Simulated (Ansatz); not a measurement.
ClH$_{3}$SSn···H$_{2}$

Input

```
crystal:
  periodic: [false, false, false]
  atoms:
    - { symbol: Sn, position_ang: [-0.064015, -0.62424, -0.2753] }
    - { symbol: H, position_ang: [0.722141, 0.477647, 2.3404] }
    - { symbol: H, position_ang: [1.344034, 0.225063, -0.693186] }
    - { symbol: H, position_ang: [-1.334662, 0.34331, 0.295576] }
    - { symbol: Cl, position_ang: [-0.83442, -1.674623, -2.245456] }
    - { symbol: S, position_ang: [0.420838, -2.442844, 1.267948] }
    - { symbol: H, position_ang: [0.188491, -3.418473, 0.385766] }
    - { symbol: H, position_ang: [0.807393, -0.199341, 2.540251] }
basis:
  gaussian: { orbitals: def2-SVP }
hamiltonian:
  xc: hf
relax:
  f_tol: 0.03
  max_steps: 50
output:
  orbitals: {}
```

Run with:

```sh
ansatz run input.yaml --threads 1 --pin off --max-ram 2048MiB --backend cpu --events-out ev --progress --plain --runs-dir out
```

The fields are those of the run's last geometry, not of the input's.

Core potentials replace the inner electrons of Sn.

These are results of RHF/def2-SVP (Ansatz 0.2.0), not measurements.

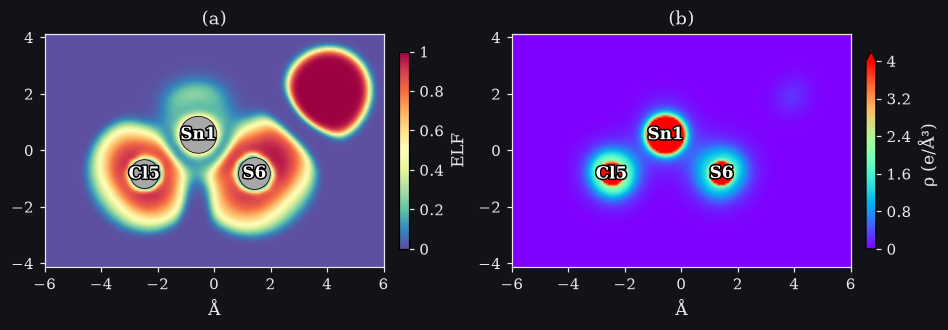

Figure 1. (a) electron localisation function; (b) electron density on the plane of atoms Cl5, Sn1 and S6. Grey discs cover the atomic cores in the ELF map.

Interpret the plot.

Answer.
- The plane passes through Sn, Cl and S nuclei.
- Sn–Cl (2.36 Å): the density is about 0.53 e/Å³ at the midpoint; the ELF peaks at about 0.85 in the valence shell of Cl, 0.9 Å from its nucleus, and drops to about 0.15 between the two atoms.
- Sn–S (2.41 Å): the density is about 0.55 e/Å³ at the midpoint; the ELF peaks at about 0.90 in the valence shell of S, 0.9 Å from its nucleus, and drops to about 0.15 between the two atoms.
- The ELF also peaks beside S6 and Cl5, away from the bonds: lone-pair regions.

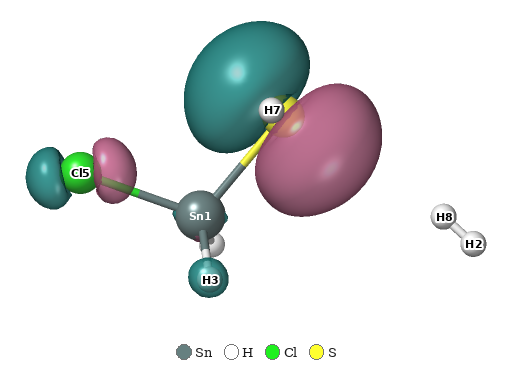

Figure 2. The HOMO at ±0.1 Å⁻³ᐟ² (teal and pink are the two phases), seen at a tilt.

Describe this orbital and give its energy.

Answer. By Hirshfeld shares it lies mainly on S6 (about 85 %); largely a lone pair of S6. Its energy is −10.55 eV.
